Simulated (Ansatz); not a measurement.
# SiH₅ (doublet): correlated methods under varied settings at distance H1–H2 along a hydrogen transfer = 1.115 Å

Aim: run SiH₅ (doublet) at one geometry under a spread of methods and options, and see what each costs and gives.

Method: the settings change from run to run; program: Ansatz 0.2.0, Gaussian basis.

6 further runs of the same task are left out: 1 for a mislabelled method, 4 that didn't finish, 1 set aside as unsound or not needed.

## (1) The system

The geometry derives from fragments relaxed apart (PBE0/def2-TZVP) and kept rigid, so it is no stationary point. A hydrogen atom is moved between rigid fragments.

6 atoms, charge 0, spin multiplicity 2.

Atoms are counted from 1 here; the program's logs count them from 0.

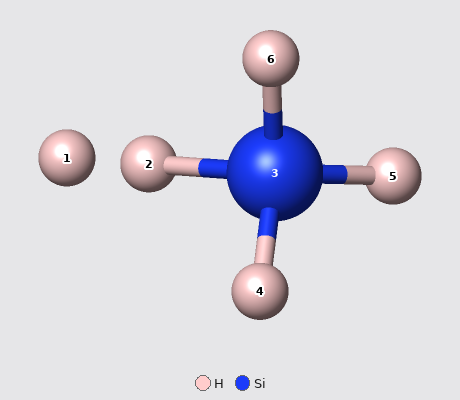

The geometry (hydrogen pink, silicon blue); atoms are numbered from 1 in the order of the file.

## (2) MP2 on UHF/cc-pVDZ

The input, in.yaml:

```yaml
crystal:
  periodic: [false, false, false]
  atoms:
    - {symbol: H, position_ang: [-2.734658, 0.000000, -0.000002]}
    - {symbol: H, position_ang: [-1.619658, 0.000000, -0.000001]}
    - {symbol: Si, position_ang: [0.097342, 0.000000, 0.000000]}
    - {symbol: H, position_ang: [0.547316, -1.416253, 0.000000]}
    - {symbol: H, position_ang: [0.547317, 0.708126, -1.226511]}
    - {symbol: H, position_ang: [0.547315, 0.708127, 1.226511]}
basis:
  gaussian: {orbitals: cc-pVDZ}
magnetization: {spin_polarized: true, initial_magnetization: 1}
correlation: {method: mp2, electrons: outside_noble_gas}
accuracy: high
output: {forces: true}
```

On the command line:

```console
ansatz run in.yaml --threads 1 --pin off --events-out ev --progress --plain --max-ram 2393MiB
```

Log:

```text
Functional definition: HF
  name "HF"
  cite "Fock, Z. Phys. 61, 126 (1930) doi:10.1007/BF01340294"
  parent pbe
  exchange = exact_x
  correlation = 0
956 factors; integrals over basis functions are off by at most 3.2e-9 eV
mean field evaluation 1: about -7937.0483 eV, gradient 7.8e0 eV
mean field evaluation 2: about -7937.0657 eV, gradient 7.8e0 eV
mean field evaluation 4: about -7938.0038 eV, gradient 1.2e0 eV
mean field evaluation 8: about -7938.0476 eV, gradient 2.1e-3 eV
mean field evaluation 16: about -7938.0476 eV, gradient 2.2e-8 eV
mean field -7938.04761819 eV, -291.7178693667 hartree, gradient 2.2e-8 eV, S^2 0.784799; 0 other end points of the search recorded, 0 dependent functions left out
5 core orbitals not correlated: weight in the atoms' cores, before any rotation towards them, 1.000 or more for the frozen orbitals, at most 0.000 for the correlated occupied ones
reference -7938.04761819 eV, -291.7178693667 hartree; 5, 4 occupied and 33, 34 virtual orbitals, 956 factors
second order -3.37660316 eV of doubles, -0.00000000 eV of singles
the calculation of the forces begins
Total energy: -7941.42422136 eV, -291.8419572442 hartree
Atom 0 at    -2.734658     0.000000    -0.000002 Å, force     0.548844     0.000000     0.000000 eV/Å
Atom 1 at    -1.619658     0.000000    -0.000001 Å, force     0.185006    -0.000000     0.000000 eV/Å
Atom 2 at     0.097342     0.000000     0.000000 Å, force    -0.872433    -0.000001    -0.000001 eV/Å
Atom 3 at     0.547316    -1.416253     0.000000 Å, force     0.046194     0.011707     0.000000 eV/Å
Atom 4 at     0.547317     0.708126    -1.226511 Å, force     0.046194    -0.005853     0.010137 eV/Å
Atom 5 at     0.547315     0.708127     1.226511 Å, force     0.046194    -0.005853    -0.010137 eV/Å
Dipole moment:     0.146043     0.000000     0.000000 e Å
```

Run time: 1.4 s. Hardware: 1 thread of Arm Neoverse V1, shared host.

From the report: ⟨S²⟩ of the determinant 0.785 (pure doublet: 0.75).

## (3) CCSD(T) on ROHF/cc-pVDZ

Changes to in.yaml since step 2:

```diff
@@ -11,5 +11,4 @@
   gaussian: {orbitals: cc-pVDZ}
-magnetization: {spin_polarized: true, initial_magnetization: 1}
-correlation: {method: mp2, electrons: outside_noble_gas}
-accuracy: high
-output: {forces: true}
+magnetization: {spin_polarized: false, initial_magnetization: 1}
+correlation: {method: ccsd_t, electrons: outside_noble_gas}
+scf: {lower_state_search: off}
```

Launched as before.

Log (excerpt; [...] marks lines left out):

```text
Functional definition: HF
  name "HF"
  cite "Fock, Z. Phys. 61, 126 (1930) doi:10.1007/BF01340294"
  parent pbe
[...]
397 factors; integrals over basis functions are off by at most 1.3e-3 eV
[...]
mean field -7937.83850974 eV, -291.7101847728 hartree, gradient 1.7e-6 eV, S^2 0.750000; 0 other end points of the search recorded, 0 dependent functions left out
5 core orbitals not correlated: weight in the atoms' cores, before any rotation towards them, 1.000 or more for the frozen orbitals, at most 0.000 for the correlated occupied ones
reference -7937.83850974 eV, -291.7101847728 hartree; 5, 4 occupied and 33, 34 virtual orbitals, 397 factors
second order -3.48386823 eV of doubles, -0.09666987 eV of singles
cycle   1  -4.26226935 eV  change   -6.8e-1 eV  update   6.4e-2
[...]
cycle   9  -4.55052403 eV  change    1.1e-5 eV  update   9.8e-6
perturbative correction -0.08745611 eV, -0.0032139527 hartree
Total energy: -7942.47648988 eV, -291.8806273990 hartree
Checks for a lower state left out: stability, starts, cluster_reference, orbital_swaps, neighbouring_geometries, increment
```

Wall time 0.79 s (1 thread of Arm Neoverse V1, shared host).

From the report: correlation -4.6380 eV; T1 0.029; largest double amplitude 0.05.

## (4) CCSD(T)/6-31++G**

Changes to in.yaml since step 3:

```diff
@@ -10,5 +10,6 @@
 basis:
-  gaussian: {orbitals: cc-pVDZ}
-magnetization: {spin_polarized: false, initial_magnetization: 1}
+  gaussian: {orbitals: "6-31++G**"}
+magnetization: {spin_polarized: true, initial_magnetization: 1}
+hamiltonian: {xc: {name: B3LYP}}
 correlation: {method: ccsd_t, electrons: outside_noble_gas}
-scf: {lower_state_search: off}
+scf: {omitted_lower_state_checks: [cluster_reference]}
```

Same command.

Log (excerpt; [...] marks lines left out):

```text
Functional definition: B3LYP
  name "B3LYP"
  cite "Stephens, Devlin, Chabalowski & Frisch, J. Phys. Chem. 98, 11623 (1994) doi:10.1021/j100096a001"
  cite "Becke, Phys. Rev. A 38, 3098 (1988) doi:10.1103/PhysRevA.38.3098"
  cite "Lee, Yang & Parr, Phys. Rev. B 37, 785 (1988) doi:10.1103/PhysRevB.37.785"
  cite "Vosko, Wilk & Nusair, Can. J. Phys. 58, 1200 (1980) doi:10.1139/p80-159"
[...]
477 factors; integrals over basis functions are off by at most 1.5e-3 eV
[...]
mean field -7956.36734179 eV, -292.3911067911 hartree, gradient 3.6e-6 eV, S^2 0.758028; 0 other end points of the search recorded, 0 dependent functions left out
5 core orbitals not correlated: weight in the atoms' cores, before any rotation towards them, 1.000 or more for the frozen orbitals, at most 0.000 for the correlated occupied ones
reference -7937.37342311 eV, -291.6930931543 hartree; 5, 4 occupied and 43, 44 virtual orbitals, 477 factors
second order -3.37295562 eV of doubles, -0.18116644 eV of singles
cycle   1  -4.05442223 eV  change   -5.0e-1 eV  update   5.1e-2
[...]
cycle  10  -4.25473998 eV  change   -4.9e-7 eV  update   5.6e-6
perturbative correction -0.08242392 eV, -0.0030290233 hartree
Total energy: -7941.71058701 eV, -291.8524809879 hartree
Checks for a lower state left out: cluster_reference
```

It took 2.6 s on 1 thread of Arm Neoverse V1, shared host.

From the report: ⟨S²⟩ of the determinant 0.758 (pure doublet: 0.75); correlation -4.3372 eV; T1 0.015; largest double amplitude 0.04. The orbitals are Kohn-Sham ones, so correlation energy and T1 don't compare with those on Hartree-Fock orbitals.

## (5) BCCD/cc-pVDZ

Changes to in.yaml since step 4:

```diff
@@ -10,6 +10,7 @@
 basis:
-  gaussian: {orbitals: "6-31++G**"}
-magnetization: {spin_polarized: true, initial_magnetization: 1}
-hamiltonian: {xc: {name: B3LYP}}
-correlation: {method: ccsd_t, electrons: outside_noble_gas}
-scf: {omitted_lower_state_checks: [cluster_reference]}
+  gaussian: {orbitals: cc-pVDZ, point_charges: [{charge: -1.00, position_ang: [3.123, -0.327, -0.925]}]}
+magnetization: {spin_polarized: false, initial_magnetization: 1}
+hamiltonian: {xc: {name: PBE}}
+correlation: {method: bccd, electrons: all, diis_vectors: 1}
+accuracy: high
+scf: {lower_state_search: off}
```

The command is unchanged.

Log (excerpt; [...] marks lines left out):

```text
Functional definition: PBE
  name "PBE"
  cite "Perdew, Burke & Ernzerhof, Phys. Rev. Lett. 77, 3865 (1996) doi:10.1103/PhysRevLett.77.3865"
  parent pbe
[...]
956 factors; integrals over basis functions are off by at most 3.2e-9 eV
[...]
mean field -7951.72926791 eV, -292.2206607201 hartree, gradient 5.3e-8 eV, S^2 0.750000; 0 other end points of the search recorded, 0 dependent functions left out
reference -7937.90269626 eV, -291.7125435838 hartree; 10, 9 occupied and 33, 34 virtual orbitals, 956 factors
second order -3.91279403 eV of doubles, -0.40153960 eV of singles
cycle   1  -4.91507892 eV  change   -6.0e-1 eV  update   5.5e-2
[...]
cycle  26  -5.12362266 eV  change   -1.2e-9 eV  update   1.0e-9
Total energy: -7943.02631892 eV, -291.9008332435 hartree
Checks for a lower state left out: stability, starts, cluster_reference, orbital_swaps, neighbouring_geometries, increment
```

Run time: 8 s. Hardware: 1 thread of Arm Neoverse V1, shared host; peak memory 0.25 GiB.

From the report: correlation -5.1236 eV; largest double amplitude 0.04.

## (6) All runs side by side

Where basis and cores are those of an earlier UCCSDT(Q)/cc-pVDZ run (-7942.5008 eV), and the state is the same kind, the miss against it is given.

```
                                                level         correlated  functions  energy (eV)  from UCCSDT(Q) (meV)    time
                                   MP2 on UHF/cc-pVDZ  outside noble gas         43   -7941.4242                1076.6   1.4 s
                              CCSD(T) on ROHF/cc-pVDZ  outside noble gas         43   -7942.4765                  24.3  0.79 s
                CCSD(T)/6-31++G** (on B3LYP orbitals)  outside noble gas         53   -7941.7106                         2.6 s
BCCD/cc-pVDZ (beside a point charge, on PBE orbitals)                all         43   -7943.0263                           8 s
```

## (7) Outcome

```
quantity                                                       value
    runs                                                           4
quickest                             CCSD(T) on ROHF/cc-pVDZ, 0.79 s
 slowest  BCCD/cc-pVDZ (beside a point charge, on PBE orbitals), 8 s
```

**Reading.** Total energies in different bases, with other cores or another treatment of relativity can't be set against each other. BCCD/cc-pVDZ (beside a point charge, on PBE orbitals) took 10 times as long as CCSD(T) on ROHF/cc-pVDZ; the jobs differ in more than the method. Among the correlated runs with a miss given, it spans +24 to +1077 meV.
